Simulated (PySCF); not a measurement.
C2H12O2Si3 (SMILES CC[SiH2]O[SiH2]O[SiH3])

The calculation's input:

```
{"job": {"kind": "nmr", "xc": "PBE0", "basis": "pcSseg-1"}, "charge": 0, "multiplicity": 1}
C     -1.629600     1.002481    -0.902790
C     -1.711100     0.350507     0.474643
Si    -1.240188    -1.493683     0.455881
O      0.151872    -1.736167    -0.343179
Si     1.584113    -1.302741    -0.950799
O      2.165417     0.005877    -0.200916
Si     2.147626     1.234484     0.852137
H     -1.877809     2.062231    -0.848594
H     -2.318811     0.525952    -1.597267
H     -0.623037     0.907504    -1.305756
H     -2.722351     0.469799     0.867429
H     -1.049920     0.891529     1.155709
H     -1.034040    -1.987362     1.819132
H     -2.206620    -2.293222    -0.300262
H      1.385462    -0.926072    -2.344141
H      2.495959    -2.399835    -0.668123
H      1.281034     2.282284     0.310442
H      3.543647     1.659299     0.918554
H      1.648542     0.756387     2.142345
```

Command:

```sh
OMP_NUM_THREADS=1 python probes_run.py task.json out
```

Geometry: GFN2-xTB.

These are results of PySCF, PBE0/pcSseg-1, SCF density, gas phase, non-relativistic, not measurements.

**Predict the electron density and electron localisation function between the atoms.**

Si–O (1.62 Å): ρ at the midpoint is about 1.2 e/Å³; the ELF peaks at about 0.85 between the atoms (a polar covalent bond).

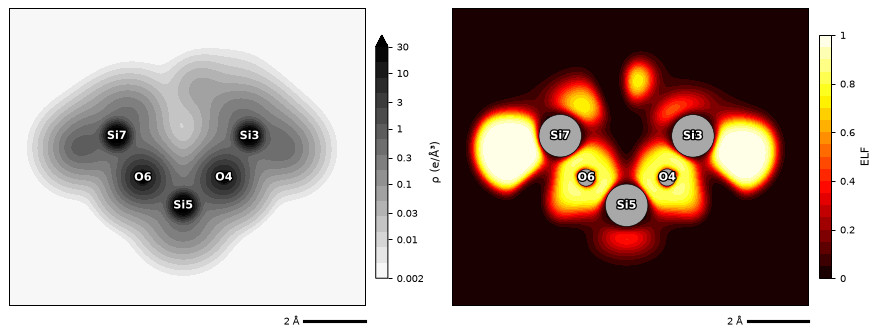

Computed electron density and electron localisation function on the plane of atoms Si5, O6 and Si7, in this order. Grey discs cover the atomic cores in the ELF map. 
